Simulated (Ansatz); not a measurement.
# ClH4NSi···SiH4: what the fields show

```xyz
12

Si   -1.5281   -0.6865    0.7725
N    -0.2983   -1.0891    1.8745
H    -2.7846   -1.3246    1.2187
H    -1.6198    0.7854    0.6792
Cl   -1.2251   -1.3487   -1.1709
H     1.4602    0.6804   -0.1214
Si    1.4071    1.2622   -1.4887
H    -0.2015   -2.0354    2.2061
H     0.5952   -0.6257    1.8244
H     0.0640    1.8450   -1.7237
H     1.6963    0.2054   -2.4874
H     2.4346    2.3317   -1.5834
```

The reactant side of a reaction path; geometry: PBE0-D4/def2-TZVP.

Computed with RKS PBE0-D4/def2-TZVPP (Ansatz 0.2.0).

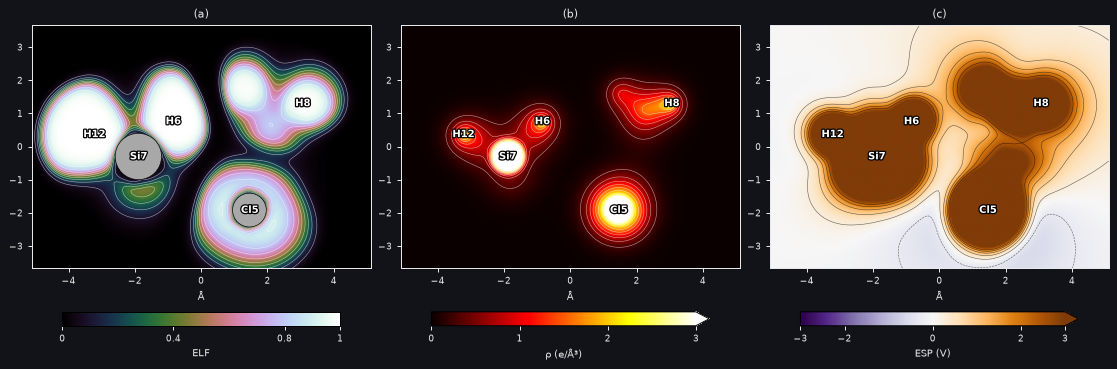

Figure 1. (a) electron localisation function; (b) total electron density; (c) molecular electrostatic potential on the plane of atoms H6, Si7 and H12. Grey discs cover the atomic cores in the ELF map.

**Describe what can be read from this map.**

- Atoms in the plane: Cl, H and Si.
- Si7···Cl5 (3.72 Å): the density falls to about 0.03 e/Å³ on the way; the ELF dips to about 0 between them (a non-bonded, intermolecular contact).
- Si–H (1.49 Å): ρ is about 0.8 e/Å³ halfway; the ELF climbs to about 1 towards the hydrogen, as it does in any bond to H.
- The ELF also peaks beside Cl5 and N2, away from the bonds: lone-pair regions.
- Outside the dense part of the complex the potential is most negative (−0.6 V) near Cl5.

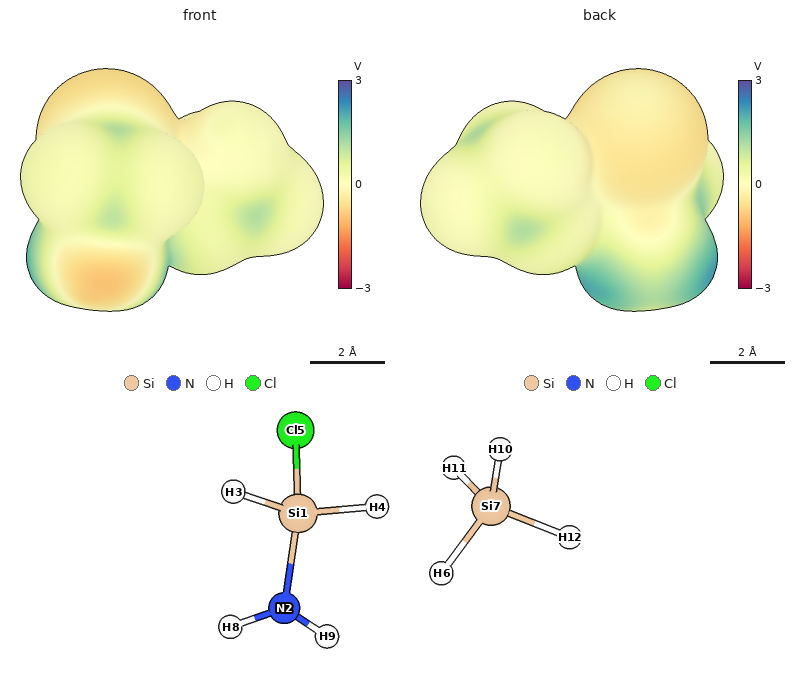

Figure 2. The molecular electrostatic potential painted on the density surface at 0.002 e/bohr³, seen from the front and from behind; the colour scale runs from red (negative) to blue (positive). The bare structure is drawn below in the same view.

**Describe the electrostatic potential map.**

The most negative region (about −0.9 V) lies over N2, the most positive (about +2.0 V) over H8 and H9.

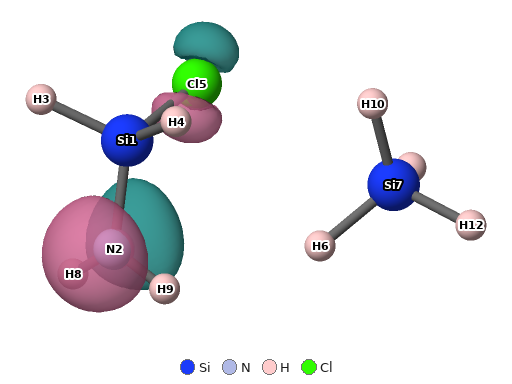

Figure 3. The HOMO at ±0.2 Å⁻³ᐟ² (teal and pink are the two phases), seen across its widest extent.

**Where does this orbital lie, and at what energy?**

Its weight (Hirshfeld) is mainly on N2 (about 65 %) and Cl5 (about 15 %). Its energy is −8.06 eV.
